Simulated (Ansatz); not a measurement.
**Monolayer of P, 4 atoms, biaxial strain -2.0 %**

What do PBEsol, HSE06 and r²SCAN give for the perfect crystal in this cell, and at what cost?

Method: density functional theory in Ansatz 0.2.0, PAW datasets, plane waves.

### Step 1. The starting cell

4 atoms (4 P); a = 3.220 Å, b = 4.344 Å, c = 18.000 Å, α = 90.00°, β = 90.00°, γ = 90.00°.

Steps to follow: (2) PBEsol relaxation at a 9×9×1 mesh, on 1 × data-centre GPU with 2 threads; (3) HSE06 single point at a 6×6×1 mesh, on 1 × data-centre GPU with 2 threads; (4) r²SCAN single point at a 6×6×1 mesh, on 1 × data-centre GPU with 2 threads.

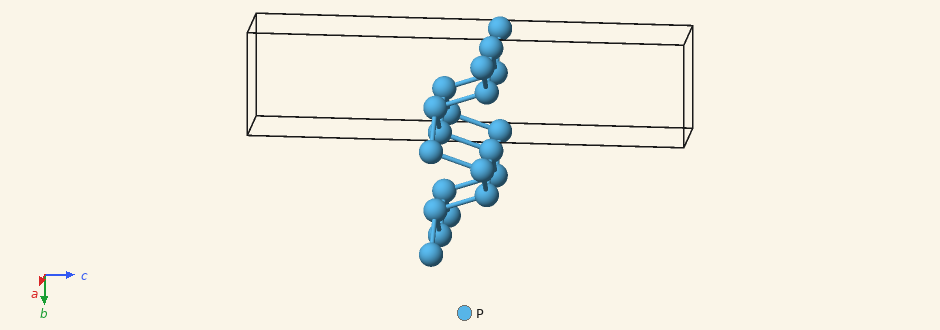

The starting cell, seen from the side, with c running across the picture (phosphorus blue). 2×2×1 cells are drawn. Atoms on faces are repeated.

Coordinates:

```xyz
4
Lattice="3.2195 0.0000 0.0000 0.0000 4.3440 0.0000 0.0000 0.0000 18.0000" Properties=species:S:1:pos:R:3 pbc="T T T"
P     0.0000    0.3583   10.0578
P     1.6098    1.8137   10.0578
P     0.0000    3.9857    7.9422
P     1.6098    2.5303    7.9422
```

### Step 2. Relaxing the atoms with PBEsol

Input file in.yaml:

```yaml
crystal:
  lattice:
    - [3.219502, 0.000000, 0.000000]
    - [0.000000, 4.344036, 0.000000]
    - [0.000000, 0.000000, 18.000000]
  atoms:
    - { symbol: P, position: [0.000000, 0.082485, 0.558767] }
    - { symbol: P, position: [0.500000, 0.417515, 0.558767] }
    - { symbol: P, position: [0.000000, 0.917516, 0.441233] }
    - { symbol: P, position: [0.500000, 0.582484, 0.441233] }
kpoints:
  mp_grid: { grid: [9, 9, 1] }
hamiltonian:
  xc: pbesol
scf:
  occupations: { method: fermi_dirac, width: 0.01 }
relax:
  f_tol: 0.03
  max_steps: 80
  escape_saddle: false
  adjacent_minimum: "off"
output:
  forces: true
  eigenvalues: true
  populations: true
```

Command:

```
$ ansatz run in.yaml --threads 2 --pin off --max-ram 19000MiB --runs-dir r --events-out ev --progress --plain --backend cuda --devices 0, --max-vram 18GiB
```

What it wrote, shortened:

```text
Pseudopotentials: kind: paw
Functional definition: PBEsol
[...]
Crystal: 4 atoms, lattice volume = 251.741 Å³
Basis set: ecut = 420 eV, 4913 PW (Γ), exchange–correlation on 48×60×250 points (8 copies of the dense FFT grid, shifted against one another)
Bands: 14, of which v1, the nominal top of the filled ones, is band 10 counted from 1 (9 counted from 0)
Symmetry: 8 space group operations
Space group: Pmna (ITA 53), of the structure as read, at distance tolerance 6.3e-5 Å
k-points: 25 of 81
[...]
SCF iter   1: F=—  HF=-2959.879824 eV  |F-HF|=—  |Δ(HF+E_count)|=         —  Δρ=2.02e-3  dr2=1.06e-2  ethr=1.77e-3  ⟨swp⟩=11.0  Hψ=3382  notcnv=0
[...]
relax step   1: F+E_penalty+E_count = -2959.87934153 eV  Δ(F+E_penalty+E_count) = +0.000e0 eV  max|allowed force component| = 4.305e-1 eV/Å  Δτ_max = 0.0000 Å  (6 SCF iters, dr2 threshold 2.25e-5 eV, accepted)
[...]
relax step   3: F+E_penalty+E_count = -2959.89663991 eV  Δ(F+E_penalty+E_count) = -2.561e-3 eV  max|allowed force component| = 6.118e-3 eV/Å  Δτ_max = 0.0075 Å  (3 SCF iters, dr2 threshold 1.81e-6 eV, accepted)
[...]
relax step   4: F+E_penalty+E_count = -2959.89664000 eV  Δ(F+E_penalty+E_count) = -8.475e-8 eV  max|allowed force component| = 6.236e-3 eV/Å  Δτ_max = 0.0000 Å  (3 SCF iters, accepted)
SCF converged after 3 iterations
Free energy (F): -2959.896640 eV
[...]
E sigma→0 (E₀):  -2959.896640 eV
Fermi energy:    -1.008721 eV
[...]
--- Forces (eV/Å), atoms counted from 1 ---
  atom   1  P     -0.00000000    -0.00623648    -0.00371131
  atom   2  P     -0.00000000     0.00623648    -0.00371131
  atom   3  P     -0.00000000     0.00623648     0.00371131
  atom   4  P     -0.00000000    -0.00623648     0.00371131
[...]
--- Band table (eV; the first three rows and the last of 25) ---
  k-point 0: bands = ["-16.7395", "-14.0527", "-10.1942", "-7.2944", "-6.2866", "-5.6935", "-4.5760", "-3.4439", "-2.8276", "-1.2399", "-0.7858", "0.4323", "1.7720", "2.5367"]
[...]
--- Relaxed structure (4 steps of the walk, 4 accepted, 0 SCFs on fresh bases) ---
  F+E_penalty+E_count = -2959.89664000 eV   max|allowed force component| = 6.236e-3 eV/Å
  atoms:
    - { symbol: P, position: [0.0, 0.07822650951783433, 0.5592347188367683] }
    - { symbol: P, position: [0.49999999999999994, 0.4217734904821656, 0.5592347188367683] }
    - { symbol: P, position: [0.0, 0.9217734904821656, 0.4407652811632314] }
    - { symbol: P, position: [0.49999999999999994, 0.5782265095178344, 0.4407652811632314] }
--- Löwdin populations: 4 sites ---
  site symbol       q [e]
     0      P      4.9061
     1      P      4.9061
     2      P      4.9061
     3      P      4.9061
  spilling = 0.018775 (of n_electrons = 20.000000)
```

It took 5.4 s on 1 × data-centre GPU with 2 threads, shared host; peak host memory 1.2 GiB.

Recorded steps of the relaxation:

| accepted step | energy change (eV) | largest force component (eV/Å) | SCF cycles |
| --- | --- | --- | --- |
| 1 | 0.000 | 0.430 | 6 |
| 2 | -0.015 | 0.170 | 3 |
| 3 | -0.017 | 0.006 | 3 |
| 4 | -0.017 | 0.006 | 3 |

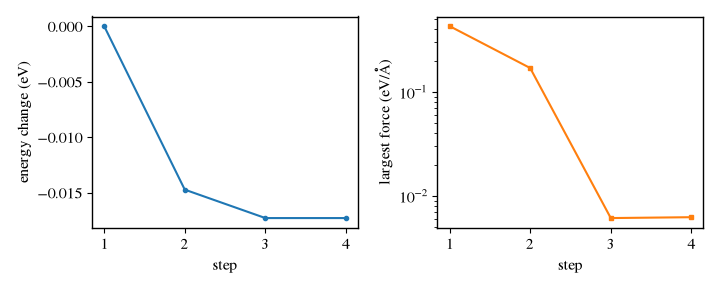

Energy and largest force component along the relaxation.

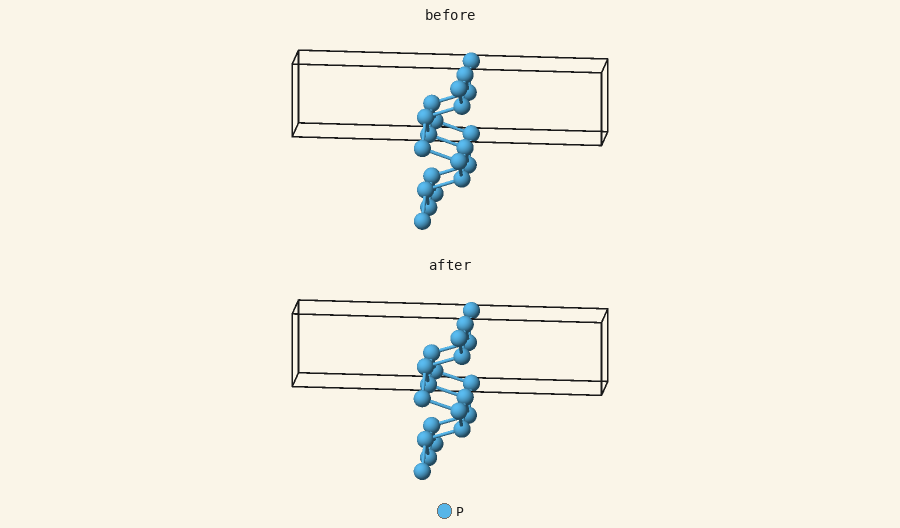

The cell before and after the relaxation. 2×2×1 cells are drawn.

At a 9×9×1 mesh the filled levels end at -1.240 eV and the empty ones begin at -0.786 eV, a spacing of 0.45 eV.

The top filled level lies 4.85 eV and the lowest empty level 4.40 eV below the vacuum level.

### Step 3. HSE06 single point

Input file in.yaml:

```yaml
crystal:
  lattice:
    - [3.219502, 0.000000, 0.000000]
    - [0.000000, 4.344036, 0.000000]
    - [0.000000, 0.000000, 18.000000]
  atoms:
    - { symbol: P, position: [0.000000, 0.078227, 0.559235] }
    - { symbol: P, position: [0.500000, 0.421773, 0.559235] }
    - { symbol: P, position: [0.000000, 0.921773, 0.440765] }
    - { symbol: P, position: [0.500000, 0.578227, 0.440765] }
kpoints:
  mp_grid: { grid: [6, 6, 1] }
hamiltonian:
  xc: hse06
scf:
  occupations: { method: fermi_dirac, width: 0.01 }
output:
  forces: true
  eigenvalues: true
  populations: true
  eigenstates: { kpoints: [[0, 0, 0]], e_range: [-4.0, 4.0], localisation: true }
```

Command:

```
$ ansatz run in.yaml --threads 2 --pin off --max-ram 19000MiB --runs-dir r --events-out ev --progress --plain --backend cuda --devices 0, --max-vram 18GiB
```

What it wrote:

```text
[... 1 set-up line as earlier in the session ...]
Functional definition: HSE06
  parameter a = 0.25
  parameter omega = 0.11/bohr
  exchange = pbe_x - a*pbe_x_sr(omega) + a*exact_x_sr(omega)
  correlation = pbe_c
Crystal: 4 atoms, lattice volume = 251.741 Å³
Basis set: ecut = 420 eV, 4913 PW (Γ), exchange–correlation on 48×60×250 points (8 copies of the dense FFT grid, shifted against one another)
Bands: 14, of which v1, the nominal top of the filled ones, is band 10 counted from 1 (9 counted from 0)
[... 2 set-up lines as earlier in the session ...]
k-points: 16 of 36
Non-local potential: P, projectors of the file, l = 0: 2, l = 1: 2, l = 2: 2
PAW form: soft (Blöchl's): semilocal exchange-correlation on the pseudo side does not see the compensation charge
PAW frozen core: P, regenerated for the run's functional, and the local potential with it (the file was generated under x = pbe(κ = 0.804, μ = 0.2195149727645171), c = pbe(β = 0.06672455060314922))
PAW one-centre angular grid: P, 110 points (default); XC on 64 Gauss nodes
Initial density: superposition of atomic densities (neutral atoms: chi_scale 0, normalization atom), corrected by the library's trained network
Initial wavefunctions: pseudopotential atomic-orbital guess
Functional: x = pbe(κ = 0.804, μ = 0.2195149727645171), c = pbe(β = 0.06672455060314922), warm-up for x = pbe(κ = 0.804, μ = 0.2195149727645171) + 0.25 (exact − pbe) at short range (hse, ω = 0.20786987370883472 Å⁻¹), c = pbe(β = 0.06672455060314922); HSE06 as pw.x's `hse` composes it (authors' and Libxc's form: `xc: wpbeh`)
SCF iter   1: F=—  HF=-3022.518793 eV  |F-HF|=—  |Δ(HF+E_count)|=         —  Δρ=1.59e-3  dr2=6.40e-3  ethr=1.77e-3  ⟨swp⟩=8.2  Hψ=1189  notcnv=0
preconditioner: auto → none  [insulator: Δε(μ)=0.485 eV  Ē_g=9.023 eV  σ=0.010 eV  W_gap=1.00  n_scr=24 (ndim 8)  ℏωp=10.5 eV  f_vac=0.642  D(μ)=0.00/eV (n_scr^D=0)]
SCF iter   2: F=—  HF=-3022.519474 eV  |F-HF|=—  |Δ(HF+E_count)|=   6.80e-4  Δρ=7.00e-4  dr2=1.33e-3  ethr=3.20e-5  ⟨swp⟩=5.8  Hψ=764  notcnv=0  defer=6
SCF iter   3: F=—  HF=-3022.519449 eV  |F-HF|=—  |Δ(HF+E_count)|=   2.48e-5  Δρ=3.39e-4  dr2=2.85e-4  ethr=6.63e-6  ⟨swp⟩=4.0  Hψ=646  notcnv=0  defer=4
iter 4 solved again at ethr=1.14e-7 eV; its pass at ethr=1.42e-6 eV (dr2=2.27e-5 eV) is discarded
SCF iter   4: F=-3022.519515 eV  HF=-3022.519496 eV  |F-HF|=1.92e-5  |Δ(HF+E_count)|=   4.69e-5  Δρ=1.19e-4  dr2=2.28e-5  ethr=1.14e-7  ⟨swp⟩=2.3  Hψ=988  notcnv=0  defer=2
SCF 1 stopped early in 4 iterations: F = -3022.519515 eV  dr2 = 2.28e-5
Initial density: handed on by an earlier stage of this run
Initial wavefunctions: those handed on with the density
Functional: x = pbe(κ = 0.804, μ = 0.2195149727645171) + 0.25 (exact − pbe) at short range (hse, ω = 0.20786987370883472 Å⁻¹), c = pbe(β = 0.06672455060314922); HSE06 as pw.x's `hse` composes it (authors' and Libxc's form: `xc: wpbeh`)
Exchange kernel: α = 0.2500, screened, ω = 0.2079 Å⁻¹, Wigner–Seitz truncation, v(0) = 1044.6221 eV·Å³, q-mesh 6×6×1, nearest image of the exchange supercell L = 18.00 Å, pair-density grid 18×24×90, without the augmentation charges, whose exchange is taken in its separable form by FFT convolution over the k-point mesh (sized by the pseudopotential files, 24×30×125 at the most), smooth part of the [...]
Frozen-core exchange: fock
SCF iter   1: F=—  HF=-3024.332556 eV  |F-HF|=—  |Δ(HF+E_count)|=         —  Δρ=2.22e-3  dr2=1.17e-2  ethr=1.14e-6  ⟨swp⟩=9.1  Hψ=1258  notcnv=1
preconditioner: auto → none  [insulator: Δε(μ)=1.054 eV  Ē_g=10.441 eV  σ=0.010 eV  W_gap=1.00  n_scr=24 (ndim 8)  ℏωp=10.5 eV  f_vac=0.639  D(μ)=0.00/eV (n_scr^D=0)]
SCF iter   2: F=—  HF=-3024.328473 eV  |F-HF|=—  |Δ(HF+E_count)|=   4.08e-3  Δρ=8.99e-4  dr2=2.42e-3  ethr=1.14e-6  ⟨swp⟩=4.9  Hψ=888  notcnv=0  defer=2
SCF iter   3: F=—  HF=-3024.336729 eV  |F-HF|=—  |Δ(HF+E_count)|=   8.26e-3  Δρ=6.59e-4  dr2=1.08e-3  ethr=1.14e-6  ⟨swp⟩=5.1  Hψ=885  notcnv=0  defer=2
SCF iter   4: F=—  HF=-3024.336380 eV  |F-HF|=—  |Δ(HF+E_count)|=   3.49e-4  Δρ=1.04e-4  dr2=5.78e-5  ethr=1.14e-6  ⟨swp⟩=3.4  Hψ=638  notcnv=0  defer=1
SCF iter   5: F=—  HF=-3024.336661 eV  |F-HF|=—  |Δ(HF+E_count)|=   2.81e-4  Δρ=1.10e-4  dr2=4.90e-5  ethr=1.15e-7  ⟨swp⟩=4.4  Hψ=668  notcnv=0  defer=1
SCF iter   6: F=-3024.336645 eV  HF=-3024.336646 eV  |F-HF|=5.35e-7  |Δ(HF+E_count)|=   1.54e-5  Δρ=1.18e-5  dr2=1.97e-6  ethr=1.15e-7  ⟨swp⟩=3.0  Hψ=496  notcnv=0
SCF 2 stopped early in 6 iterations: F = -3024.336645 eV  dr2 = 1.97e-6
  Residual-converged pass: ⟨swp⟩=5.0  Hψ=761  notcnv=0  max |occ|·‖R‖ = 6.6e-6 eV (tolerance 6.7e-6 eV)  dr2=2.00e-6  dr2_onsite=7.74e-9  max |Δocc| = 0.0e0
hybrid outer 1: dexx = +1.072e-2 eV, tail = 7.23e-6 eV
SCF iter   1: F=—  HF=-3024.336688 eV  |F-HF|=—  |Δ(HF+E_count)|=         —  Δρ=1.49e-5  dr2=8.58e-7  ethr=1.81e-7  ⟨swp⟩=5.1  Hψ=628  notcnv=0
preconditioner: auto → none  [insulator: Δε(μ)=1.119 eV  Ē_g=10.466 eV  σ=0.010 eV  W_gap=1.00  n_scr=24 (ndim 8)  ℏωp=10.5 eV  f_vac=0.640  D(μ)=0.00/eV (n_scr^D=0)]
SCF iter   2: F=—  HF=-3024.336688 eV  |F-HF|=—  |Δ(HF+E_count)|=   1.54e-7  Δρ=3.45e-6  dr2=8.77e-8  ethr=3.91e-9  ⟨swp⟩=3.2  Hψ=516  notcnv=0
SCF iter   3: F=—  HF=-3024.336689 eV  |F-HF|=—  |Δ(HF+E_count)|=   6.02e-7  Δρ=3.24e-6  dr2=4.60e-8  ethr=7.40e-11  ⟨swp⟩=5.1  Hψ=771  notcnv=0  defer=2
SCF iter   4: F=—  HF=-3024.336689 eV  |F-HF|=—  |Δ(HF+E_count)|=   1.47e-8  Δρ=4.91e-7  dr2=3.62e-9  ethr=7.40e-11  ⟨swp⟩=3.2  Hψ=512  notcnv=0  defer=1
SCF iter   5: F=-3024.336689 eV  HF=-3024.336689 eV  |F-HF|=5.83e-10  |Δ(HF+E_count)|=   2.34e-8  Δρ=6.80e-7  dr2=1.32e-9  ethr=1.64e-12  ⟨swp⟩=5.3  Hψ=820  notcnv=0  defer=2
SCF 3 converged in 5 iterations: F = -3024.336689 eV  dr2 = 1.32e-9
  Residual-converged pass: ⟨swp⟩=2.5  Hψ=394  notcnv=0  max |occ|·‖R‖ = 6.0e-7 eV (tolerance 6.3e-7 eV)  dr2=1.32e-9  dr2_onsite=1.25e-11  max |Δocc| = 0.0e0
hybrid outer 2: dexx = +8.069e-7 eV, tail = 4.00e-9 eV, Δε = 1.33e-3 eV (about 2.80e-5 eV left of the loop's levels), ΔF = 1.75e-3 eV/Å (tail 1.88e-4)
NSCF: frozen V_eff on 1 k-points
hybrid SCF converged: 2 outer / 11 inner (+4 warm-up), last move |dexx| = 8.07e-7 eV, tail = 4.00e-9 eV
Stability not checked: this state was not tested for a lower state beside it, because the functional holds exact exchange (a hybrid, or Hartree-Fock), whose exchange loop this test does not read (fock_operator; see scf.lower_state_search)
Free energy (F): -3024.336689 eV
Harris-Foulkes:  -3024.336689 eV  (|F-HF|=5.83e-10)
Internal energy: -3024.336689 eV  (E = F + TS)
E sigma→0 (E₀):  -3024.336689 eV
Fermi energy:    -1.041194 eV
--- Per-component energies (eV) ---
  E_band       = -171.239232
  E_kinetic    = 281.886081
  E_local      = -4801.784705  (includes V_loc(G=0)·N_el)
  E_nonlocal   = 134.439515
  E_hartree    = 2253.507979
  E_xc         = -200.477010
  E_vxc        = -197.280874  (∫ρ·V_xc dr)
  E_exx        = -32.296491  (= α·E_x^exact, valence–valence)
  E_paw        = -2292.023028  (= ΣΔE_a)
  E_vpaw       = -30.922352  (= ΣTr[D̂ρ^β])
  E_aug_tail   = 0.000013  (compensation charges beyond the density's cutoff)
  E_ewald      = 1632.713567
  E_core_change = -0.302608  (= ΣΔE_core)
  E_smearing   = -0.000000  (= −TS)
  E_closure    = 0.000000  (closes the sum)
  Σ components = -3024.336689   (vs F -3024.336689, Δ=0.00e0)
--- Forces (eV/Å), atoms counted from 1 ---
  atom   1  P     -0.00000000     0.21690252    -0.14383068
  atom   2  P     -0.00000000    -0.21690252    -0.14383068
  atom   3  P     -0.00000000    -0.21690252     0.14383068
  atom   4  P     -0.00000000     0.21690252     0.14383068
  max |Σ_I F_I| component: 5.55e-17 eV/Å
--- Band table (eV; the first three rows and the last of 16) ---
  k-point 0: bands = ["-18.7214", "-15.7702", "-11.5132", "-8.2129", "-7.1532", "-6.5484", "-5.2557", "-4.0049", "-3.3526", "-1.6007", "-0.4817", "0.8826", "2.3694", "3.1735"]
  k-point 1: bands = ["-18.5455", "-15.9197", "-11.8486", "-8.9002", "-6.6146", "-6.2515", "-5.1175", "-3.4339", "-2.9717", "-2.6032", "0.3238", "1.0244", "2.0786", "2.8792"]
  k-point 2: bands = ["-18.0380", "-16.4601", "-11.9928", "-10.2518", "-6.1658", "-4.7337", "-4.4840", "-3.9248", "-3.7205", "-1.7884", "1.1315", "1.5126", "1.7663", "2.5966"]
  k-point 15: bands = ["-14.8313", "-14.8313", "-12.5818", "-12.5818", "-7.2577", "-7.2577", "-7.2185", "-7.2185", "-3.2086", "-3.2086", "1.5237", "1.5237", "3.8928", "3.8928"]
--- Löwdin populations: 4 sites ---
  site symbol       q [e]
     0      P      4.9065
     1      P      4.9065
     2      P      4.9065
     3      P      4.9065
  spilling = 0.018693 (of n_electrons = 20.000000)
```

Wall time 7.7 s (1 × data-centre GPU with 2 threads, shared host); peak host memory 1.8 GiB.

At a 6×6×1 mesh the filled levels end at -1.601 eV and the empty ones begin at -0.482 eV, a spacing of 1.12 eV.

On these atoms HSE06 leaves forces up to 0.26 eV/Å (on P1), as they were relaxed at another level of theory (and may have been on other k points).

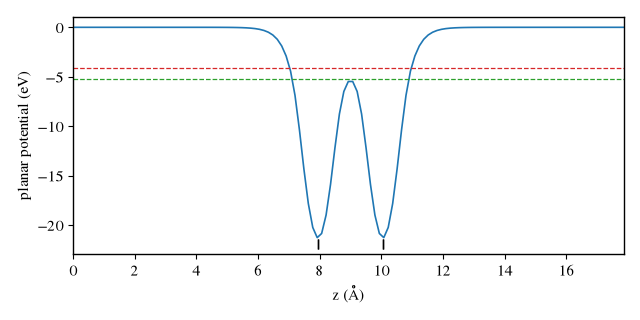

Planar mean of the electrostatic potential energy along c, from the vacuum level; ticks mark the atoms, dashed lines the top filled and lowest empty levels.

The top filled level lies 5.22 eV and the lowest empty level 4.11 eV below the vacuum level.

### Step 4. r²SCAN on the same atoms

Changes to in.yaml since step 3:

```diff
@@ -13,3 +13,3 @@
 hamiltonian:
-  xc: hse06
+  xc: r2scan
 scf:
```

Command:

```
$ ansatz run in.yaml --threads 2 --pin off --max-ram 19000MiB --runs-dir r --events-out ev --progress --plain --backend cuda --devices 0, --max-vram 18GiB
```

What it wrote, shortened:

```text
[... 1 set-up line as earlier in the session ...]
Functional definition: r2SCAN
[...]
Crystal: 4 atoms, lattice volume = 251.741 Å³
Basis set: ecut = 500 eV, 6353 PW (Γ), exchange–correlation on 96×128×540 points (64 copies of the dense FFT grid, shifted against one another)
Bands: 14, of which v1, the nominal top of the filled ones, is band 10 counted from 1 (9 counted from 0)
[... 2 set-up lines as earlier in the session ...]
k-points: 16 of 36
[...]
SCF iter   1: F=—  HF=-3036.342041 eV  |F-HF|=—  |Δ(HF+E_count)|=         —  Δρ=2.85e-3  dr2=2.39e-2  dr2_τ=3.82e-2  ethr=1.77e-3  ⟨swp⟩=10.3  Hψ=2084  notcnv=0
[...]
SCF iter   6: F=-3036.382646 eV  HF=-3036.382646 eV  |F-HF|=2.62e-8  |Δ(HF+E_count)|=   1.44e-6  Δρ=1.97e-6  dr2=1.54e-8  dr2_τ=5.03e-10  ethr=5.00e-10  ⟨swp⟩=8.6  Hψ=1415  notcnv=0
[...]
NSCF: frozen V_eff on 1 k-points
SCF converged after 6 iterations
Free energy (F): -3036.382646 eV
[...]
E sigma→0 (E₀):  -3036.382646 eV
Fermi energy:    -1.024822 eV
[...]
--- Forces (eV/Å), atoms counted from 1 ---
  atom   1  P      0.00000000     0.27805561    -0.02644973
  atom   2  P      0.00000000    -0.27805561    -0.02644973
  atom   3  P      0.00000000    -0.27805561     0.02644973
  atom   4  P      0.00000000     0.27805561     0.02644973
[...]
--- Band table (eV; the first three rows and the last of 16) ---
  k-point 0: bands = ["-17.5888", "-14.7757", "-10.7167", "-7.6662", "-6.5464", "-5.9364", "-4.8712", "-3.6029", "-3.0407", "-1.3445", "-0.7052", "0.7026", "2.0408", "2.6727"]
[...]
--- Löwdin populations: 4 sites ---
  site symbol       q [e]
     0      P      4.9060
     1      P      4.9060
     2      P      4.9060
     3      P      4.9060
  spilling = 0.018809 (of n_electrons = 20.000000)
```

Run time: 3.3 s. Hardware: 1 × data-centre GPU with 2 threads, shared host; peak host memory 1.4 GiB.

Top filled level -1.344 eV, lowest empty level -0.705 eV: 0.64 eV apart at a 6×6×1 mesh.

On these atoms r²SCAN leaves forces up to 0.28 eV/Å (on P1), as they were relaxed at another level of theory (and may have been on other k points).

The top filled level lies 4.98 eV and the lowest empty level 4.34 eV below the vacuum level.

### Step 5. Summary of results

| level | time | k points | top filled to lowest empty (eV) | top filled below vacuum (eV) | energy (eV/atom) |
| --- | --- | --- | --- | --- | --- |
| PBEsol, relaxation | 5.4 s (GPU) | 9×9×1 | 0.45 | 4.85 | -739.9742 |
| HSE06 | 7.7 s (GPU) | 6×6×1 | 1.12 | 5.22 | -756.0842 |
| r²SCAN | 3.3 s (GPU) | 6×6×1 | 0.64 | 4.98 | -759.0957 |

| quantity | value |
| --- | --- |
| relaxation | 4 recorded steps, 0.02 eV gained |
| largest shift | 0.02 Å (P1 and others alike) |

**In words.** Relaxation gains 0.02 eV, with shifts up to 0.02 Å (P1 and others alike). At the same k points, r²SCAN gives a spacing 0.48 eV smaller than the 1.12 eV of HSE06. The relaxation ran on other k points, so part of any difference from the later rows can come from the mesh. The HSE06 single point took about 2.3 times as long as the r²SCAN one on the same kind of device.
